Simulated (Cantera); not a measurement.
Feed: 1 mol FeS2, 2.7 mol H2, at 1 atm.

Method: chemical equilibrium by Gibbs-energy minimisation in Cantera with the NASA 1993 tables (ideal gas, pure condensed phases). Candidate condensed phases: Fe, FeS, FeS2, S; 8 gas species. FeS: taken at fixed stoichiometry. Gases not in the tables: S3 to S7. Rates play no part.

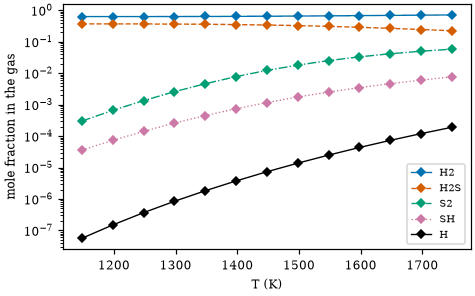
Equilibrium gas composition (values under 1e-9 drawn at 1e-9)

Question: Read off the mole fractions at 1648 K.

Answer: H2 about 0.69, H2S about 0.27, S2 about 0.041, SH about 0.0047, H about 7.3e-5.
